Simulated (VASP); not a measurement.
Band structure of CoC (relaxed from the rock salt structure, space group Fm-3m). Calculation: PBEsol GGA, VASP's PBE PAW potentials (set 64) (plane waves; VASP).

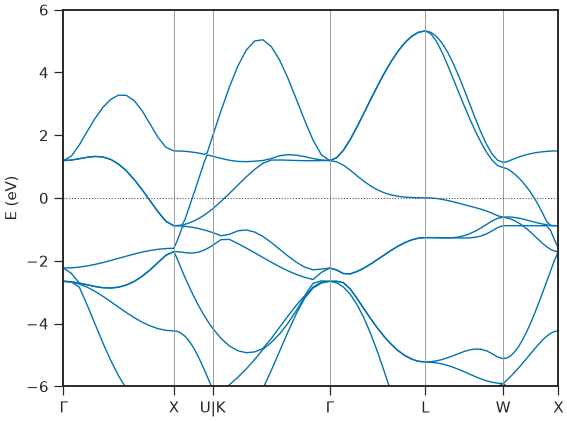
Figure: Bands along high-symmetry lines, zero at the valence-band maximum or, without a gap, the Fermi level

Problem. Read the plot: is there a gap, and where are the band edges?

Solution. It has no gap at this level: it comes out as a metal or semimetal. (Edges off the drawn lines would not show.)

The structure was generated: CoC was put into the rock salt type (Fm-3m), which need not be its known phase. It was relaxed first, which changed the volume by -25 %. The run is not spin-polarised, so no magnetic state was tried. The electron count is odd and the run is not spin-polarised, which forces a metal.
